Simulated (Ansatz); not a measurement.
# C2H7GeIn: geometry and vibrations

What shape does C2H7GeIn take? The plan is to relax it, check the end point by its vibrations and derive ideal-gas thermochemistry, and look at its orbitals and charge.

Computed with Ansatz 0.2.0, Gaussian basis. Level: RKS PBE0-D4/def2-TZVP.

The runs, in order: relaxation at PBE0-D4/def2-TZVP; harmonic vibrations at the same level; a single point in def2-TZVPP for the fields.

### Step 1. Starting geometry

SMILES `C=[C]([GeH3])[InH2]`, 11 atoms, charge 0, spin multiplicity 1.

Atoms are counted from 1 here; the program's logs count them from 0.

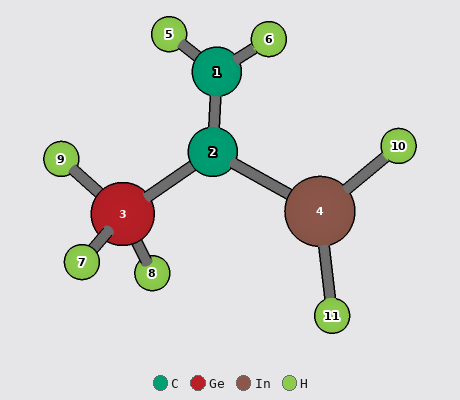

As it starts; carbon teal, germanium red, indium brown, hydrogen green; atoms are numbered from 1 in the order of the file.

The start is a GFN2-xTB geometry. In takes the def2 core potential; no spin-orbit term is included.

### Step 2. Optimising with PBE0-D4/def2-TZVP

in.yaml reads:

```yaml
crystal:
  periodic: [false, false, false]
  atoms:
    - {symbol: C, position_ang: [-0.708570, 1.473730, -0.049140]}
    - {symbol: C, position_ang: [-0.121280, 0.287600, -0.012980]}
    - {symbol: Ge, position_ang: [0.745290, -0.445290, 1.562960]}
    - {symbol: In, position_ang: [-0.240480, -0.847240, -1.911400]}
    - {symbol: H, position_ang: [-0.741710, 2.139400, 0.808200]}
    - {symbol: H, position_ang: [-1.191290, 1.845570, -0.954270]}
    - {symbol: H, position_ang: [2.204750, -0.679240, 1.315990]}
    - {symbol: H, position_ang: [0.139880, -1.770260, 1.920290]}
    - {symbol: H, position_ang: [0.596340, 0.487830, 2.730470]}
    - {symbol: H, position_ang: [-1.177230, -0.083570, -3.179950]}
    - {symbol: H, position_ang: [0.494300, -2.408540, -2.230160]}
basis:
  gaussian: {orbitals: def2-TZVP}
hamiltonian: {xc: pbe0, dispersion: d4}
relax: {f_tol: 0.005, max_steps: 150}
```

Run with:

```sh
> ansatz run in.yaml --threads 4 --pin off --events-out ev --progress --plain --max-ram 10444MiB
```

The program printed (excerpt; [...] marks lines left out):

```text
Functional definition: PBE0
  name "PBE0"
  cite "Adamo & Barone, J. Chem. Phys. 110, 6158 (1999) doi:10.1063/1.478522"
  cite "Perdew, Burke & Ernzerhof, Phys. Rev. Lett. 77, 3865 (1996) doi:10.1103/PhysRevLett.77.3865"
  parent pbe
[...]
1550 factors; their error is unknown
[...]
mean field -63869.10931107 eV, -2347.1464751446 hartree, gradient 1.9e-5 eV, S^2 0.000000; 0 other end points of the search recorded, 0 dependent functions left out
[...]
reference -63869.10935806 eV, -2347.1464768716 hartree; 36, 36 occupied and 166, 166 virtual orbitals, 1550 factors
relax step   1: F+E_penalty+E_count = -63869.32622786 eV  Δ(F+E_penalty+E_count) = +0.000e0 eV  max|allowed force component| = 1.100e0 eV/Å  Δτ_max = 0.0000 Å  (30 SCF iters, accepted)
[...]
relax step   3: F+E_penalty+E_count = -63869.40158301 eV  Δ(F+E_penalty+E_count) = +1.604e-2 eV  max|allowed force component| = 5.510e-1 eV/Å  Δτ_max = 0.0759 Å  (31 SCF iters, rejected (line search))
[...]
relax step   5: F+E_penalty+E_count = -63869.43051554 eV  Δ(F+E_penalty+E_count) = -3.838e-3 eV  max|allowed force component| = 7.523e-2 eV/Å  Δτ_max = 0.0740 Å  (33 SCF iters, accepted)
[...]
relax step   7: F+E_penalty+E_count = -63869.43134515 eV  Δ(F+E_penalty+E_count) = -1.123e-4 eV  max|allowed force component| = 6.335e-3 eV/Å  Δτ_max = 0.0136 Å  (34 SCF iters, accepted)
[...]
relax step  11: F+E_penalty+E_count = -63869.43139182 eV  Δ(F+E_penalty+E_count) = -2.751e-6 eV  max|allowed force component| = 6.320e-4 eV/Å  Δτ_max = 0.0011 Å  (35 SCF iters, accepted)
1550 factors; their error is unknown
[...]
mean field -63869.21216769 eV, -2347.1502550559 hartree, gradient 8.6e-6 eV, S^2 0.000000; 1 other end points of the search recorded, 0 dependent functions left out
[...]
reference -63869.21221424 eV, -2347.1502567663 hartree; 36, 36 occupied and 166, 166 virtual orbitals, 1550 factors
Total energy: -63869.43143836 eV, -2347.1583131043 hartree
Atom 0 at    -0.731452     1.443081    -0.032862 Å, force    -0.000476     0.000532    -0.000510 eV/Å
Atom 1 at    -0.145489     0.242835    -0.071662 Å, force     0.000037     0.000119     0.000204 eV/Å
Atom 2 at     0.736069    -0.441418     1.516343 Å, force     0.000023    -0.000164     0.000134 eV/Å
Atom 3 at    -0.234118    -0.842227    -1.924375 Å, force     0.000290    -0.000520    -0.000063 eV/Å
Atom 4 at    -0.738705     2.067626     0.862927 Å, force     0.000272    -0.000428     0.000186 eV/Å
Atom 5 at    -1.240680     1.876774    -0.893989 Å, force     0.000186    -0.000270     0.000197 eV/Å
Atom 6 at     2.224688    -0.711699     1.224518 Å, force    -0.000041    -0.000131     0.000092 eV/Å
Atom 7 at     0.097579    -1.776056     1.946760 Å, force     0.000091     0.000058     0.000080 eV/Å
Atom 8 at     0.619133     0.575440     2.670366 Å, force    -0.000040     0.000090    -0.000274 eV/Å
Atom 9 at    -1.070721    -0.035276    -3.202927 Å, force    -0.000175     0.000082    -0.000254 eV/Å
Atom 10 at     0.483696    -2.399091    -2.095088 Å, force    -0.000168     0.000632     0.000209 eV/Å
Dipole moment:    -0.065393     0.100514    -0.044760 e Å
```

Wall time 42 s (4 threads of AMD EPYC 7B13, shared host); peak memory 0.69 GiB.

Along the way: (the energy doesn't fall at every step)

```tsv
step	energy from step 1 (eV)	largest force component (eV/Å)
1	0.0000	1.0999
2	-0.0914	0.1631
3	-0.0754	0.5510
4	-0.1005	0.0901
5	-0.1043	0.0752
6	-0.1050	0.0180
7	-0.1051	0.0063
8	-0.1052	0.0080
9	-0.1052	0.0069
10	-0.1052	0.0059
11	-0.1052	0.0006
```

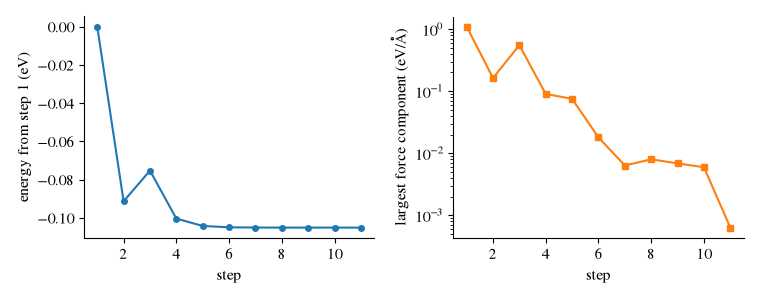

Energy and force, step by step.

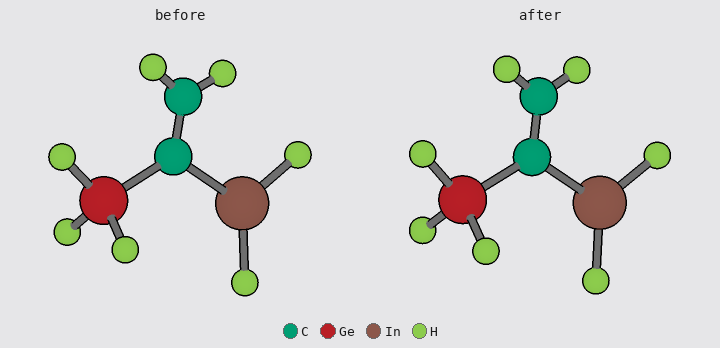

Before and after, at one scale.

Distances of close pairs at the start and the end, largest changes first:

```tsv
bond	before (Å)	after (Å)	change (Å)
C2–In4	2.215	2.149	-0.066
Ge3–H7	1.499	1.541	+0.042
Ge3–H8	1.500	1.541	+0.041
Ge3–H9	1.502	1.543	+0.041
In4–H11	1.755	1.723	-0.032
In4–H10	1.752	1.728	-0.024
C1–C2	1.324	1.336	+0.012
C1–H5	1.086	1.092	+0.006
```

Mulliken charges at the end point, from the run's report:

```tsv
atom	value (e)
C1	-0.25
C2	-0.33
Ge3	0.08
In4	0.46
H5	0.12
H6	0.14
H7	0.00
H8	0.00
H9	-0.01
H10	-0.11
H11	-0.10
```

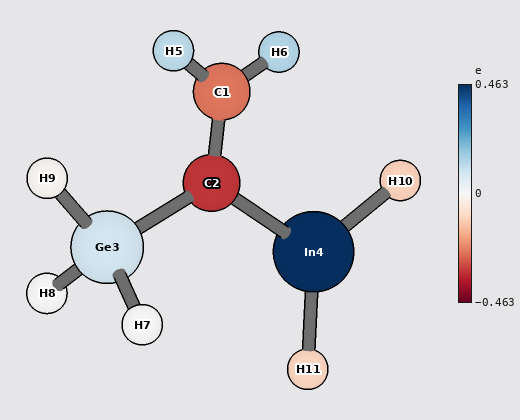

Mulliken charges at the end point, from the run's report, as colours on the atoms.

### Step 3. Vibrations by finite differences

in.yaml reads:

```yaml
crystal:
  periodic: [false, false, false]
  atoms:
    - {symbol: C, position_ang: [-0.731452, 1.443081, -0.032862]}
    - {symbol: C, position_ang: [-0.145489, 0.242835, -0.071662]}
    - {symbol: Ge, position_ang: [0.736069, -0.441418, 1.516343]}
    - {symbol: In, position_ang: [-0.234118, -0.842227, -1.924375]}
    - {symbol: H, position_ang: [-0.738705, 2.067626, 0.862927]}
    - {symbol: H, position_ang: [-1.240680, 1.876774, -0.893989]}
    - {symbol: H, position_ang: [2.224688, -0.711699, 1.224518]}
    - {symbol: H, position_ang: [0.097579, -1.776056, 1.946760]}
    - {symbol: H, position_ang: [0.619133, 0.575440, 2.670366]}
    - {symbol: H, position_ang: [-1.070721, -0.035276, -3.202927]}
    - {symbol: H, position_ang: [0.483696, -2.399091, -2.095088]}
basis:
  gaussian: {orbitals: def2-TZVP}
hamiltonian: {xc: pbe0, dispersion: d4}
phonons: {temperatures: {t_min: 298.15, t_max: 900, t_step: 200}}
```

Same command.

The program printed (excerpt; [...] marks lines left out):

```text
Functional definition: PBE0
  name "PBE0"
  cite "Adamo & Barone, J. Chem. Phys. 110, 6158 (1999) doi:10.1063/1.478522"
  cite "Perdew, Burke & Ernzerhof, Phys. Rev. Lett. 77, 3865 (1996) doi:10.1103/PhysRevLett.77.3865"
  parent pbe
[...]
1550 factors; their error is unknown
[...]
mean field -63869.21216758 eV, -2347.1502550518 hartree, gradient 4.2e-5 eV, S^2 0.000000; 0 other end points of the search recorded, 0 dependent functions left out
[...]
reference -63869.21221413 eV, -2347.1502567623 hartree; 36, 36 occupied and 166, 166 virtual orbitals, 1550 factors
[...]
1550 factors; their error is unknown
mean field -63869.21206593 eV, -2347.1502513160 hartree, gradient 8.2e-7 eV, S^2 0.000000; 0 other end points of the search recorded, 0 dependent functions left out
[...]
reference -63869.21211247 eV, -2347.1502530265 hartree; 36, 36 occupied and 166, 166 virtual orbitals, 1550 factors
[...]
Atom 4 at    -0.738705     2.067626     0.862927 Å, force     0.000272    -0.000442     0.000175 eV/Å
Atom 5 at    -1.240680     1.876774    -0.893989 Å, force     0.000189    -0.000275     0.000203 eV/Å
Atom 6 at     2.224688    -0.711699     1.224518 Å, force    -0.000046    -0.000135     0.000087 eV/Å
Atom 7 at     0.097579    -1.776056     1.946760 Å, force     0.000096     0.000056     0.000085 eV/Å
Atom 8 at     0.619133     0.575440     2.670366 Å, force    -0.000049     0.000085    -0.000282 eV/Å
Atom 9 at    -1.070721    -0.035276    -3.202927 Å, force    -0.000174     0.000080    -0.000252 eV/Å
Atom 10 at     0.483696    -2.399091    -2.095088 Å, force    -0.000167     0.000625     0.000203 eV/Å
Dipole moment:    -0.065393     0.100513    -0.044760 e Å
Vibrations: 97.50 107.25 122.64 220.98 232.61 324.84 373.11 487.58 566.82 576.34 587.10 708.27 742.27 834.71 874.25 886.71 1016.68 1131.83 1448.72 1635.56 1800.64 1819.32 2124.84 2135.68 2140.14 3075.70 3145.71 cm⁻¹, zero-point energy 1.811273 eV
```

Run time: 2.9 min. Hardware: 4 threads of AMD EPYC 7B13, shared host; peak memory 0.7 GiB.

Motions are named by where the mode's potential energy lies. The modes, unscaled (a negative number is an imaginary wavenumber):

```tsv
mode	cm⁻¹	motion
1	98	bend
2	107	torsion
3	123	torsion
4	221	bend
5	233	torsion
6	325	bend with Ge–C stretch
7	373	bend with In–C stretch
8	488	torsion
9	567	bend
10	576	torsion with bend
11	587	bend
12	708	wag or twist
13	742	Ge–C stretch with bend
14	835	bend
15	874	bend with wag or twist
16	887	bend with wag or twist
17	1017	wag or twist with out-of-plane bend
18	1132	bend
19	1449	bend
20	1636	C–C stretch
21	1801	In–H stretch
22	1819	In–H stretch
23	2125	Ge–H stretch
24	2136	Ge–H stretch
25	2140	Ge–H stretch
26	3076	C–H stretch
27	3146	C–H stretch
```

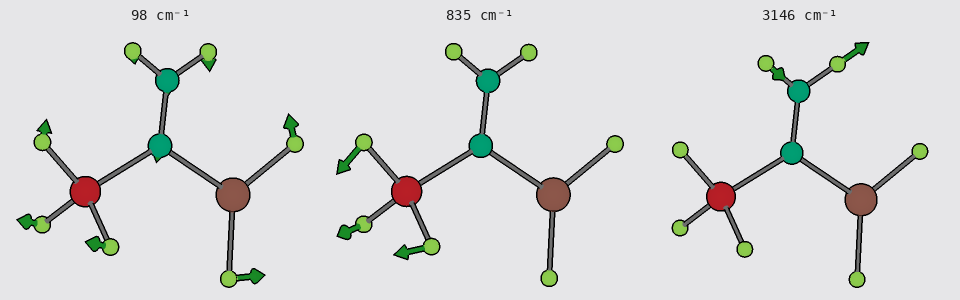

How the atoms move in 3 of the modes.

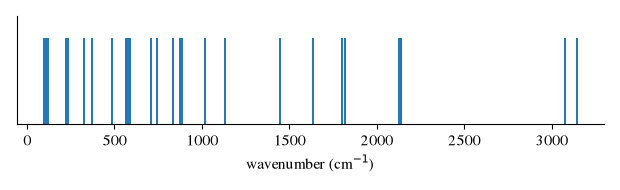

The harmonic wavenumbers as sticks (no intensities were computed).

Ideal gas, rigid rotor and harmonic oscillator at 298.15 K and 1 bar, with symmetry number 1:

```tsv
term	value
zero-point energy	41.8 kcal/mol
H(298) − E	47.4 kcal/mol
entropy, translation	176.0 J/(mol K)
entropy, rotation	121.3 J/(mol K)
entropy, vibration	81.2 J/(mol K)
entropy, total	378.6 J/(mol K)
```

### Step 4. Orbitals, density and potential

Edit in.yaml of step 3 so:

```diff
@@ -15,4 +15,4 @@
 basis:
-  gaussian: {orbitals: def2-TZVP}
+  gaussian: {orbitals: def2-TZVPP}
 hamiltonian: {xc: pbe0, dispersion: d4}
-phonons: {temperatures: {t_min: 298.15, t_max: 900, t_step: 200}}
+output: {orbitals: {seedname: orbitals}}
```

Launched as before.

The program printed:

```text
Functional definition: PBE0
  name "PBE0"
  cite "Adamo & Barone, J. Chem. Phys. 110, 6158 (1999) doi:10.1063/1.478522"
  cite "Perdew, Burke & Ernzerhof, Phys. Rev. Lett. 77, 3865 (1996) doi:10.1103/PhysRevLett.77.3865"
  parent pbe
  parameter a = 0.25
  parameter kappa = 0.804
  parameter beta = 0.06672455060314922
  exchange = (1 - a)*pbe_x(kappa = kappa, mu = beta*pi^2/3) + a*exact_x
  correlation = pbe_c(beta = beta)
1655 factors; their error is unknown
mean field evaluation 1: about -63861.3777 eV, gradient 5.7e1 eV
mean field evaluation 2: about -63841.5305 eV, gradient 9.6e1 eV
mean field evaluation 4: about -63868.9047 eV, gradient 5.5e0 eV
mean field evaluation 8: about -63868.9417 eV, gradient 2.3e-1 eV
mean field evaluation 16: about -63869.2559 eV, gradient 1.7e-4 eV
mean field -63869.25592858 eV, -2347.1518632387 hartree, gradient 2.5e-5 eV, S^2 0.000000; 0 other end points of the search recorded, 0 dependent functions left out
reference -63869.25597508 eV, -2347.1518649476 hartree; 36, 36 occupied and 222, 222 virtual orbitals, 1655 factors
Total energy: -63869.47519921 eV, -2347.1599212859 hartree
```

Run time: 3.6 s. Hardware: 4 threads of AMD EPYC 7B13, shared host; peak memory 0.82 GiB.

The fields below are evaluated on a grid from the run's orbitals.

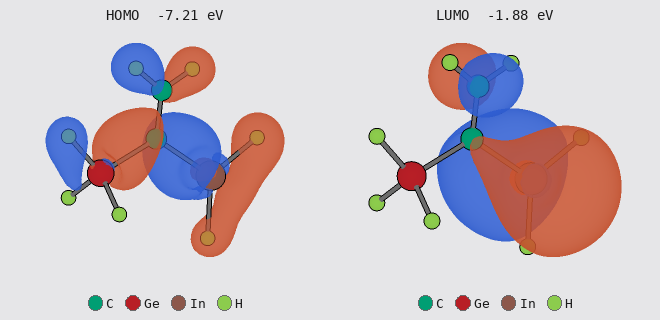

Frontier orbitals at PBE0-D4/def2-TZVPP; each surface holds 70 % of the orbital's density, blue and red mark the sign.

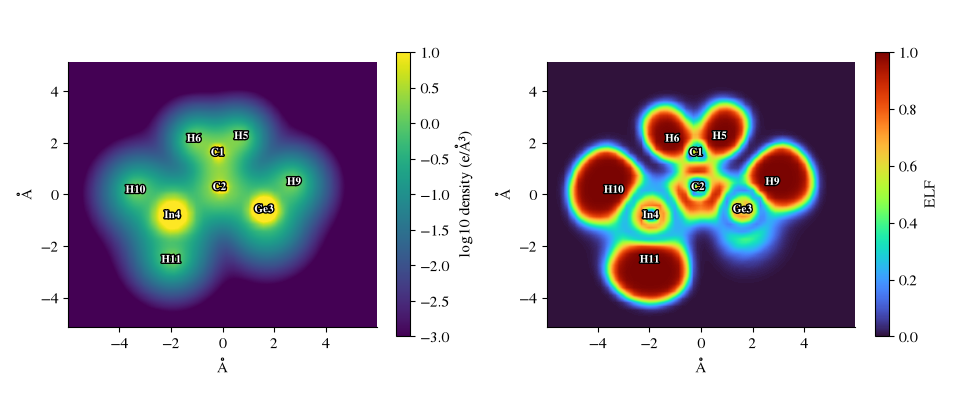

Density (left) and ELF (right) in a plane through or near 9 of the atoms.

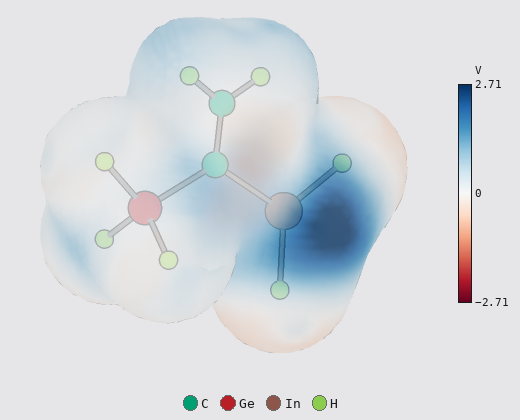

The potential that a unit positive charge feels on the 0.002 e/bohr³ surface, from -0.33 to 2.71 V.

### Step 5. Outcome

| quantity | value |
| --- | --- |
| point group | Cs |
| steps | 11 |
| shift from the start (rms) | 0.086 Å |
| total energy | -63869.4314 eV |
| dispersion term | -219 meV |
| dipole moment | 0.61 D |
| lowest, highest wavenumber | 98, 3146 cm⁻¹ |
| zero-point energy | 41.8 kcal/mol |
| entropy at 298.15 K | 378.6 J/(mol K) |
| HOMO, LUMO | -7.21, -1.88 eV |

The relaxed geometry lies 0.09 Å (rms) from the start; the bond that changed most is C2–In4, from 2.215 to 2.149 Å. All wavenumbers are real, so the end point is a minimum. The stiffest mode, 3146 cm⁻¹, is a C–H stretch, and 3 modes under 200 cm⁻¹ make the vibrational entropy uncertain. Harmonic hybrid wavenumbers usually lie a few per cent above measured fundamentals. The largest Mulliken charge, +0.46 e, sits on In4. The HOMO lies mostly on C2 40 %; In4 12 % and the LUMO on In4 47 %; H10, H11 about 13 % each.
